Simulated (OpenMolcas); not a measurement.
# Energy and gradient calculation of C₂H₄Si (part 2 of 2)

Continued. System: C₂H₄Si, SMILES C#C[SiH3]. Method: PBE/6-311+G**, RKS (OpenMolcas 26.06). The geometry comes from this level: PBE0-D4/def2-TZVP.

Geometry of the input (Å):
```
C  -0.5807  -1.8714  0.1722
C  -0.2185  -0.7265  0.0624
Si 0.3298  1.0043  -0.1038
H  -0.9010  -2.8835  0.2693
H  -0.0945  1.5283  -1.4250
H  -0.2817  1.8181  0.9749
H  1.8079  1.0629  0.0044
```

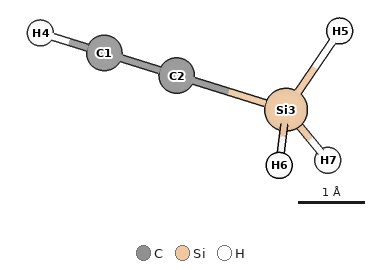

*The structure (ball-and-stick view, seen at a tilt; atoms are numbered from 1 in the order of the input).*

The program's output, continued
```
      SCF Algorithm: Conventional
      D(i)-D(i-1) density differences are used
      Number of density matrices in core                 5
      Maximum number of NDDO SCF iterations            400
      Maximum number of HF SCF iterations              400
      Threshold for SCF energy change             1.00E-10
      Threshold for density matrix                1.00E-07
      Threshold for Fock matrix                   1.00E-07
      Threshold for linear dependence             1.00E-09
      Threshold at which DIIS is turned on        1.50E-01
      Maximum depth in the DIIS procedure                5
      Maximum depth in the BFGS Hessian update          30
      Threshold at which QNR/C2DIIS is turned on  7.50E-02
      Threshold for Norm(delta) (QNR/C2DIIS)      1.00E-05
      All orbitals punched on: SCFORB
--

      Input vectors read from INPORB
      Orbital file label: *Guess orbitals

++ Convergence information
                                   PBE        iterations: Energy and convergence statistics

Iter     Tot. PBE        One-elec.       Two-elec.     Energy      Max Dij or  Max Fij      DNorm      TNorm      AccCon     Time
         Energy          Energy          Energy        Change      Delta Norm                                                in Sec.
   1  -367.536305121  -698.125811199   247.541615362   0.00E+00    2.63E-01*   8.23E-01*    5.02E+00   1.66E+02   None         2.
   2  -367.643649257  -709.002154721   258.310614748  -1.07E-01*   3.35E-01*   4.40E-02*    2.40E+00   1.69E+02   EDIIS        1.
   3  -367.597742722  -700.217030270   249.571396832   4.59E-02*   2.24E-01*   5.11E-02*    1.41E+00   1.66E+02   EDIIS        1.
   4  -367.731898599  -702.286243491   251.506454175  -1.34E-01*   1.32E-01*   2.92E-02*    9.34E-01   1.67E+02   EDIIS        1.
   5  -367.775663814  -704.787190331   253.963635801  -4.38E-02*   4.48E-02*   1.16E-02*    7.00E-01   1.68E+02   c2DIIS       1.
   6  -367.793226953  -702.751915509   251.910797839  -1.76E-02*   1.91E-01*   2.13E-02*    2.57E-01   1.67E+02   QNRc2DIIS    1.
   7  -367.745519721  -704.709110844   253.915700407   4.77E-02*   1.46E-01*   7.47E-02*    5.21E-01   1.68E+02   QNRc2DIIS    1.
   8  -367.798670072  -703.702041160   252.855480372  -5.32E-02*   2.50E-02*   7.20E-03*    3.52E-01   1.67E+02   QNRc2DIIS    1.
   9  -367.799946760  -703.448091237   252.600253760  -1.28E-03*   1.33E-03*   6.93E-04*    9.64E-02   1.67E+02   QNRc2DIIS    1.
  10  -367.799956686  -703.437675563   252.589828160  -9.93E-06*   2.07E-05*   4.06E-04*    8.52E-03   1.67E+02   QNRc2DIIS    1.
  11  -367.799956651  -703.437451001   252.589603634   3.53E-08*   1.80E-03*   4.09E-04*    1.39E-04   1.67E+02   QNRc2DIIS    1.
  12  -367.799961274  -703.433964697   252.586112707  -4.62E-06*   4.95E-05*   1.49E-05*    1.26E-02   1.67E+02   QNRc2DIIS    1.
  13  -367.799961276  -703.434428272   252.586576279  -2.33E-09*   1.47E-05*   3.50E-06*    3.78E-04   1.67E+02   QNRc2DIIS    1.
  14  -367.799961277  -703.434291884   252.586439891  -4.30E-10*   9.61E-07    2.56E-07*    1.01E-04   1.67E+02   QNRc2DIIS    1.
  15  -367.799961277  -703.434294289   252.586442296  -5.68E-14    2.44E-07    5.42E-08     7.16E-06   1.67E+02   QNRc2DIIS    1.

       Convergence after  15 Iterations
--

 *****************************************************************************************************************************
 *                                             SCF/KS-DFT Program, Final results                                             *
 *                                                       Final Results                                                       *
 *****************************************************************************************************************************

::    Total KS-DFT energy                            -367.7999612768
      One-electron energy                            -703.4342942889
      Two-electron energy                             252.5864422960
      Nuclear repulsion energy                         83.0478907161
      Kinetic energy (interpolated)                   367.1464469939
      Virial theorem                                    1.0017799826
      Total spin, S(S+1)                                0.0000000000
      Total spin, S                                     0.0000000000
      Max non-diagonal density matrix element           0.0000001915
      Max non-diagonal Fock matrix element              0.0000000204

      All orbitals with orbital energies smaller than  E(LUMO)+0.5 are printed

++    Molecular orbitals:
      -------------------

      Title: RKS-DFT orbitals

      Molecular orbitals for symmetry species 1: a

          Orbital            1         2         3         4         5         6         7         8         9        10
          Energy          -65.4011   -9.8924   -9.8806   -5.0609   -3.4716   -3.4703   -3.4703   -0.6852   -0.5323   -0.4781
          Occ. No.          2.0000    2.0000    2.0000    2.0000    2.0000    2.0000    2.0000    2.0000    2.0000    2.0000

          Orbital           11        12        13        14        15        16        17        18        19        20
          Energy           -0.3631   -0.3265   -0.3265   -0.2609   -0.2609   -0.0382   -0.0382   -0.0140   -0.0029    0.0150
          Occ. No.          2.0000    2.0000    2.0000    2.0000    2.0000    0.0000    0.0000    0.0000    0.0000    0.0000

          Orbital           21        22        23        24        25        26        27        28        29        30
          Energy            0.0291    0.0291    0.0559    0.0560    0.0599    0.0787    0.0787    0.1020    0.1176    0.1349
          Occ. No.          0.0000    0.0000    0.0000    0.0000    0.0000    0.0000    0.0000    0.0000    0.0000    0.0000

          Orbital           31        32        33        34        35        36        37        38        39        40
          Energy            0.1349    0.1600    0.1777    0.2196    0.2468    0.2468    0.3013    0.3425    0.3425    0.3464
          Occ. No.          0.0000    0.0000    0.0000    0.0000    0.0000    0.0000    0.0000    0.0000    0.0000    0.0000

          Orbital           41
          Energy            0.4271
          Occ. No.          0.0000

--

++    Molecular charges:
      ------------------

      Mulliken charges per centre and basis function type
      ---------------------------------------------------

                C1      C2      SI3     H4      H5      H6      H7
      1s       3.3116  3.2859  5.3137  0.8228  1.0649  1.0649  1.0649
      2px      0.9496  0.9873  2.7472  0.0082  0.0017  0.0024  0.0088
      2pz      0.9593  0.9923  2.7599  0.0075  0.0072  0.0052  0.0011
      2py      0.8567  0.9409  2.6219  0.0145  0.0017  0.0031  0.0008
      3d2+     0.0086  0.0064  0.0433  0.0000  0.0000  0.0000  0.0000
      3d1+     0.0009  0.0006  0.0130  0.0000  0.0000  0.0000  0.0000
      3d0      0.0029  0.0020  0.0304  0.0000  0.0000  0.0000  0.0000
      3d1-     0.0080  0.0071  0.0334  0.0000  0.0000  0.0000  0.0000
      3d2-     0.0086  0.0068  0.0222  0.0000  0.0000  0.0000  0.0000
      Total    6.1063  6.2294 13.5849  0.8530  1.0755  1.0755  1.0755

      N-E     -0.1063 -0.2294  0.4151  0.1470 -0.0755 -0.0755 -0.0755

      Total electronic charge=   30.000000

      Total            charge=   -0.000000
--

++    Molecular properties:
      ---------------------

      Charge (e):
                      =   -0.0000
      Dipole Moment (debye):
      Origin of the operator (angstrom)=    0.0031   -0.0275   -0.0048
                   X= -8.8041E-02               Y= -2.7974E-01               Z=  2.6940E-02           Total=  2.9450E-01
      Quadrupole Moment (debye*angstrom):
      Origin of the operator (angstrom)=    0.0031   -0.0275   -0.0048
                  XX= -2.7351E+01              XY=  1.9940E+00              XZ= -1.9127E-01              YY= -2.1682E+01
                  YZ= -6.0413E-01              ZZ= -2.7924E+01
      In traceless form (debye*angstrom)
                  XX= -2.5478E+00              XY=  2.9910E+00              XZ= -2.8691E-01              YY=  5.9557E+00
                  YZ= -9.0619E-01              ZZ= -3.4078E+00
--

--- Stop Module: scf /rc=_RC_ALL_IS_WELL_ ---
--- Module scf spent 22 seconds ---

--- Start Module: alaska ---

                                              &ALASKA

                       available to each process: 1.9 GB of memory, 1 thread

                     Threshold for contributions to the gradient: 1.000E-07

                    ********************************************
                    * Symmetry Adapted Cartesian Displacements *
                    ********************************************

           Irreducible representation : a
           Basis function(s) of irrep: x, y, xy, Rz, z, xz, Ry, yz, Rx, I

 Basis Label        Type   Center Phase
   1   C1           x         1     1
   2   C1           y         1     1
   3   C1           z         1     1
   4   C2           x         2     1
   5   C2           y         2     1
   6   C2           z         2     1
   7   SI3          x         3     1
   8   SI3          y         3     1
   9   SI3          z         3     1
  10   H4           x         4     1
  11   H4           y         4     1
  12   H4           z         4     1
  13   H5           x         5     1
  14   H5           y         5     1
  15   H5           z         5     1
  16   H6           x         6     1
  17   H6           y         6     1
  18   H6           z         6     1
  19   H7           x         7     1
  20   H7           y         7     1
  21   H7           z         7     1

                     No automatic utilization of translational and rotational invariance of the energy is employed.

 Rotational correction to the DFT gradient is turned off due to close-to-degeneracy problems!

 DFT contribution computed for a moving grid.

 Conventional ERI gradients!

 **************************************************
 *              Molecular gradients               *
 **************************************************

  Irreducible representation: a
 ------------------------------------------------------------------------------------------
                              X                       Y                       Z
 ------------------------------------------------------------------------------------------
  C1                6.87297643998530E-03    2.17084546338207E-02   -2.08365010572931E-03
  C2               -6.86215158455683E-03   -2.16591760115978E-02    2.07832691712045E-03
  SI3               1.85302545277377E-04    5.42958721056586E-04   -1.00359347801060E-05
  H4                1.35244262910450E-03    4.27218797985107E-03   -4.09743614868341E-04
  H5                1.17612193309391E-03   -1.78656241126696E-03    3.92795465537654E-03
  H6                1.74872297674522E-03   -2.66641671448209E-03   -3.20106696492095E-03
  H7               -4.47341493967457E-03   -4.11446197417342E-04   -3.01784952211920E-04
 ------------------------------------------------------------------------------------------

--- Stop Module: alaska /rc=_RC_ALL_IS_WELL_ ---
--- Module alaska spent 5 seconds ---

.##################.
.# Happy landing! #.
.##################.

    Timing: Wall=31.02 User=27.72 System=3.28
```

Key numbers

| quantity | value |
| --- | --- |
| outcome | converged |
| total energy | −367.799961 hartree |
| basis functions | 98 |
| largest force | 1.176 eV/Å |
| HOMO | −7.10 eV |
| LUMO | −1.04 eV |
| dipole moment | 0.29 debye |
| hardware | 1 thread of Arm Neoverse V2, 24 GiB of memory available, shared host |
| wall time | 31 s |
| peak memory | 0.54 GiB |
